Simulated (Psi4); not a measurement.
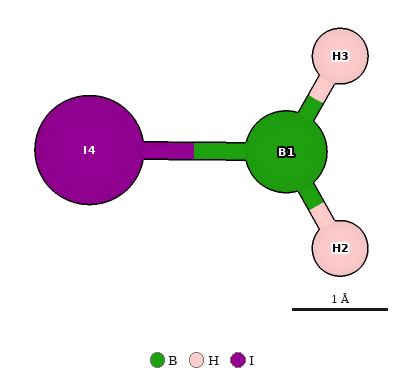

The input geometry (ball-and-stick view, seen on its broad side; atoms are numbered from 1 in the order of the input).

**Run report: BH₂I, excited-state calculation**

System: BH₂I.
Method: TDDFT (wB97X)/def2-SVP, RKS, core potentials def2 (Psi4 1.11).

The geometry comes from this level: GFN2-xTB.

The input (job.inp)
```python
memory 1600 mb

molecule {
  0 1
  B      0.120270     0.200400     0.009210
  H      1.285620     0.164580     0.040540
  H     -0.456840     1.213900     0.007680
  I     -0.949040    -1.578880    -0.057440
  symmetry c1
}

set basis def2-SVP
set puream true
set scf_type pk
set dft_radial_points 35
set dft_spherical_points 110
set save_jk true

from psi4.driver.procrouting.response.scf_response import tdscf_excitations
e_tot, wfn = energy('wb97x', return_wfn=True)
states = tdscf_excitations(wfn, states=4, tda=False)
```

Launched with:
```bash
psi4 job.inp job.out -n 1
```

Log
```
Psi4 1.11 release

   => Loading Basis Set <=

    Name: DEF2-SVP
    Role: ORBITAL
    Keyword: BASIS

    !!!  WARNING: ECP capability is in beta. Please check occupations closely.  !!!

         ---------------------------------------------------------
                                   SCF
                              RKS Reference
                        1 Threads,   1525 MiB Core
         ---------------------------------------------------------

  ==> Geometry <==

    Molecular point group: c1
    Full point group: C1

    Geometry (in Angstrom), charge = 0, multiplicity = 1:

       Center              X                  Y                   Z               Mass
    ------------   -----------------  -----------------  -----------------  -----------------
         B            0.965539418218     1.606618869835     0.060231432568    11.009305360000
         H            2.130889418218     1.570798869835     0.091561432568     1.007825032230
         H            0.388429418218     2.620118869835     0.058701432568     1.007825032230
         I           -0.103770581782    -0.172661130165    -0.006418567432   126.904471900000

  Running in c1 symmetry.

  Rotational constants: A =      8.08376  B =      0.30137  C =      0.29054 [cm^-1]
  Rotational constants: A = 242345.15458  B =   9034.89009  C =   8710.17112 [MHz]
  Nuclear repulsion =   45.974300136406690

  Charge       = 0
  Multiplicity = 1
  Electrons    = 32
  Nalpha       = 16
  Nbeta        = 16

  ==> Algorithm <==

  SCF Algorithm Type is PK.
  DIIS enabled.
  MOM disabled.
  Fractional occupation disabled.
  Guess Type is SAD.
  Energy threshold   = 1.00e-06
  Density threshold  = 1.00e-06
  Integral threshold = 1.00e-12

  ==> Primary Basis <==

  Basis Set: DEF2-SVP
    Blend: DEF2-SVP
    Number of shells: 22
    Number of basis functions: 50
    Number of Cartesian functions: 53
    Spherical Harmonics?: true
    Max angular momentum: 2

  Core potential: DEF2-SVP
    Number of shells: 4
    Number of ECP primitives: 29
    Number of ECP core electrons: 28
    Max angular momentum: 3

  ==> DFT Potential <==

   => LibXC <=

    Version 7.1.2

   => Composite Functional: WB97X <=

    wB97X Hyb-GGA Exchange-Correlation Functional

    Deriv               =              1
    GGA                 =           TRUE
    Meta                =          FALSE

    Exchange Hybrid     =           TRUE
    MP2 Hybrid          =          FALSE

   => Exchange-Correlation Functionals <=

    1.0000   wB97X range-separated functional

   => Exact (HF) Exchange <=

    0.8423            HF,LR [omega = 0.3000]
    0.1577               HF

   => LibXC Density Thresholds  <==

    XC_HYB_GGA_XC_WB97X:  1.00E-14

   => Molecular Quadrature <=

    Radial Scheme          =       TREUTLER
    Pruning Scheme         =           NONE
    Nuclear Scheme         =       TREUTLER

    Blocking Scheme        =         OCTREE
    BS radius alpha        =              1
    Pruning alpha          =              1
    Radial Points          =             35
    Spherical Points       =            110
    Total Points           =          14731
    Total Blocks           =            153
    Max Points             =            256
    Max Functions          =             50
    Weights Tolerance      =       1.00E-15

  ==> Integral Setup <==

  Using in-core PK algorithm.
   Calculation information:
      Number of atoms:                   4
      Number of AO shells:              22
      Number of primitives:             45
      Number of atomic orbitals:        53
      Number of basis functions:        50

      Integral cutoff                 1.00e-12
      Number of threads:                 1

  Performing in-core PK
  Using 2440350 doubles for integral storage.
  We computed 32081 shell quartets total.
  Whereas there are 32131 unique shell quartets.

  Computing range-separated integrals for PK
  We computed 32081 wK shell quartets total.
  Whereas there are 32131 wK unique shell quartets.

  ==> DiskJK: Disk-Based J/K Matrices <==

    J tasked:                  Yes
    K tasked:                  Yes
    wK tasked:                 Yes
    Omega:               3.000E-01
    Memory [MiB]:             1123
    Schwarz Cutoff:          1E-12

  Cached 100.0% of DFT collocation blocks in 0.020 [GiB].

  Minimum eigenvalue in the overlap matrix is 1.1811552254E-02.
  Reciprocal condition number of the overlap matrix is 2.8000843010E-03.
    Using symmetric orthogonalization.

  ==> Pre-Iterations <==

  SCF Guess: Superposition of Atomic Densities via on-the-fly atomic UHF (no occupation information).

   -------------------------
    Irrep   Nso     Nmo
   -------------------------
     A         50      50
   -------------------------
    Total      50      50
   -------------------------

  ==> Iterations <==

                        Total Energy        Delta E     RMS |[F,P]|

   @RKS iter SAD:  -320.22916671783389   -3.20229e+02   0.00000e+00
   @RKS iter   1:  -323.68566417901667   -3.45650e+00   7.69669e-03 DIIS/ADIIS
   @RKS iter   2:  -323.76833783722043   -8.26737e-02   4.02895e-03 DIIS/ADIIS
   @RKS iter   3:  -323.78241339501244   -1.40756e-02   3.43211e-04 DIIS/ADIIS
   @RKS iter   4:  -323.78279846597195   -3.85071e-04   1.09119e-04 DIIS/ADIIS
   @RKS iter   5:  -323.78284405728323   -4.55913e-05   6.11670e-05 DIIS
   @RKS iter   6:  -323.78285493997748   -1.08827e-05   1.25029e-05 DIIS
   @RKS iter   7:  -323.78285645459846   -1.51462e-06   3.05295e-06 DIIS
   @RKS iter   8:  -323.78285652963700   -7.50385e-08   5.93046e-07 DIIS
  Energy and wave function converged.

  ==> Post-Iterations <==

   Electrons on quadrature grid:
      Ntotal   =   32.0000764458 ; deviation = 7.645e-05

    Orbital Energies [Eh]
    ---------------------

    Doubly Occupied:

       1A     -6.950222     2A     -6.907176     3A     -4.980157
       4A     -4.973550     5A     -4.968887     6A     -2.037698
       7A     -2.035723     8A     -2.031904     9A     -2.026251
      10A     -2.025689    11A     -0.842136    12A     -0.624873
      13A     -0.497941    14A     -0.448056    15A     -0.385530
      16A     -0.356428

    Virtual:

      17A      0.006686    18A      0.125199    19A      0.231471
      20A      0.234098    21A      0.246589    22A      0.321859
      23A      0.342336    24A      0.408467    25A      0.434905
      26A      0.487503    27A      0.490878    28A      0.522335
      29A      0.529745    30A      0.554596    31A      0.567609
      32A      0.693841    33A      0.772273    34A      0.799989
      35A      0.887523    36A      1.015141    37A      1.215096
      38A      1.401489    39A      1.434833    40A      1.442352
      41A      1.835245    42A      1.888893    43A      1.976882
      44A      2.191030    45A      2.665547    46A      2.709909
      47A     18.813633    48A     18.843977    49A     19.169897
      50A     56.662374

    Final Occupation by Irrep:
              A
    DOCC [    16 ]
    NA   [    16 ]
    NB   [    16 ]

  @RKS Final Energy:  -323.78285652963700

   => Energetics <=

    Nuclear Repulsion Energy =             45.9743001364066899
    One-Electron Energy =                -643.2517967774366525
    Two-Electron Energy =                 292.2624845032395910
    DFT Exchange-Correlation Energy =     -18.7678443918466300
    Empirical Dispersion Energy =           0.0000000000000000
    VV10 Nonlocal Energy =                  0.0000000000000000
    Total Energy =                       -323.7828565296370016

Computation Completed

Properties will be evaluated at   0.000000,   0.000000,   0.000000 [a0]

Properties computed using the SCF density matrix

 Multipole Moments:

 ------------------------------------------------------------------------------------
     Multipole            Electronic (a.u.)      Nuclear  (a.u.)        Total (a.u.)
 ------------------------------------------------------------------------------------

 L = 1.  Multiply by 2.5417464519 to convert [e a0] to [Debye]
 Dipole X            :         -8.8913163            8.9813985            0.0900822
 Dipole Y            :        -14.7930012           14.9429788            0.1499776
 Dipole Z            :         -0.5430986            0.5498269            0.0067283
 Magnitude           :                                                    0.1750809

 ------------------------------------------------------------------------------------

	total time  =          1 seconds =       0.02 minutes

******************************************************************************************
**********                               WARNING                                **********
**********       The names of excited state variables changed between 1.5       **********
**********     and 1.6. For a quick solution, remove the symmetry specifier     **********
**********   from the variable name. For full details, see 'Notes on Psivars'   **********
**********                        in the documentation.                         **********
******************************************************************************************

         ---------------------------------------------------------
                         TDSCF excitation energies
         ---------------------------------------------------------

  ==> Options <==

     Residual threshold  : 1.0000e-04
     Initial guess       : denominators
     Reference           : RHF
     Solver type         : RPA (Hamiltonian)

  ==> Requested Excitations <==

      4 singlet states with A symmetry

  ==> Seeking the lowest 4 singlet states with A symmetry

                        Generalized Hamiltonian Solver

  ==> Options <==

    Max number of iterations        = 60
    Eigenvector tolerance           = 1.0000e-04
    Max number of expansion vectors = 800

  => Iterations <=
                              Max[D[value]]     Max[|R|]   # vectors
  HamiltonianSolver iter   1:   2.63710e-01  1.53186e-01     16
  HamiltonianSolver iter   2:   7.66584e-03  3.82457e-02     24
  HamiltonianSolver iter   3:   2.07355e-04  8.39822e-03     32
  HamiltonianSolver iter   4:   8.31732e-06  1.61091e-03     40
  HamiltonianSolver iter   5:   2.76843e-07  2.19218e-04     48
  HamiltonianSolver iter   6:   4.29833e-09  7.18810e-05     50      Converged

******************************************************************************************
**********                               WARNING                                **********
**********  Length-gauge rotatory strengths are **NOT** gauge-origin invariant  **********
******************************************************************************************

                                    Excitation Energy         Total Energy        Oscillator Strength             Rotatory Strength
     #   Sym: GS->ES (Trans)        au              eV              au          au (length)    au (velocity)    au (length)    au (velocity)
    ---- -------------------- --------------- --------------- --------------- --------------- --------------- --------------- ---------------
     1        A->A (1 A)       0.15766         4.29003        -323.62520       0.0000          0.0000         -0.0000          0.0000
     2        A->A (1 A)       0.21075         5.73477        -323.57211       0.1158          0.0946         -0.0000         -0.0000
     3        A->A (1 A)       0.22843         6.21596        -323.55442       0.0001          0.0002          0.0000          0.0000
     4        A->A (1 A)       0.25967         7.06591        -323.52319       0.0000          0.0000         -0.0000         -0.0000

Contributing excitations and de-excitations
Only contributions with abs(coeff) > 1.00e-01 will be printed:

Excited State    1 (1 A):   0.15766 au   289.01 nm f = 0.0000
  Sums of squares: Xssq =  1.000728e+00; Yssq =  7.275794e-04; Xssq - Yssq =  1.000000e+00
     13a  ->  17a     0.117144 ( 1.372%)
     16a  ->  17a     0.991408 (98.289%)

Excited State    2 (1 A):   0.21075 au   216.20 nm f = 0.1158
  Sums of squares: Xssq =  1.006603e+00; Yssq =  6.603148e-03; Xssq - Yssq =  1.000000e+00
     14a  ->  18a     0.189270 ( 3.582%)
     15a  ->  17a     0.977477 (95.546%)

Excited State    3 (1 A):   0.22843 au   199.46 nm f = 0.0001
  Sums of squares: Xssq =  1.002127e+00; Yssq =  2.127383e-03; Xssq - Yssq =  1.000000e+00
     14a  ->  17a    -0.991582 (98.323%)

Excited State    4 (1 A):   0.25967 au   175.47 nm f = 0.0000
  Sums of squares: Xssq =  1.000564e+00; Yssq =  5.644046e-04; Xssq - Yssq =  1.000000e+00
     13a  ->  17a     0.989001 (97.812%)
     16a  ->  17a    -0.117926 ( 1.391%)

******************************************************************************************
**********                               WARNING                                **********
**********       The names of excited state variables changed between 1.5       **********
**********     and 1.6. For a quick solution, remove the symmetry specifier     **********
**********   from the variable name. For full details, see 'Notes on Psivars'   **********
**********                        in the documentation.                         **********
******************************************************************************************

    Psi4 run time: 0:00:02.20
```

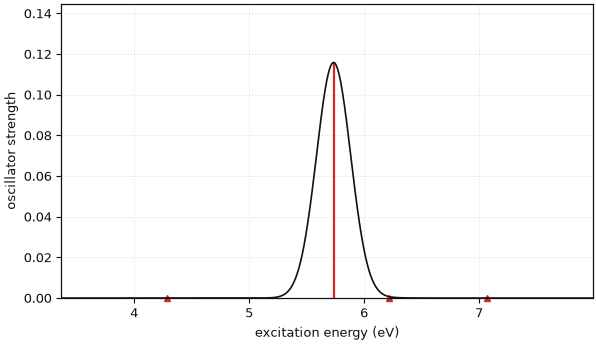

Computed excitations as sticks (degenerate states added up, dark ones marked on the axis), with a Gaussian envelope of 0.35 eV full width at half maximum, scaled to the tallest. Of the 4 states the lowest lies at 4.29 eV (f = 0.000); the strongest line is at 5.73 eV, or 216 nm (f = 0.116).

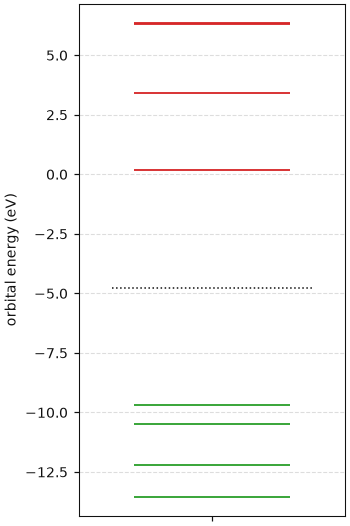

Orbital energies near the frontier; the dotted line parts filled from empty levels, and levels within 0.02 eV of each other stand side by side. Highest filled −9.70 eV, lowest empty 0.18 eV, 9.88 eV apart.

Key numbers

- outcome: converged
- total energy: −323.782857 hartree
- basis functions: 50
- HOMO: −9.70 eV
- LUMO: 0.18 eV
- dipole moment: 0.45 D
- lowest excitation: 4.29 eV
- hardware: 1 thread of Intel Xeon (Granite Rapids), 192 GiB of memory available, shared host
- wall time: 3.3 s
- peak memory: 0.24 GiB
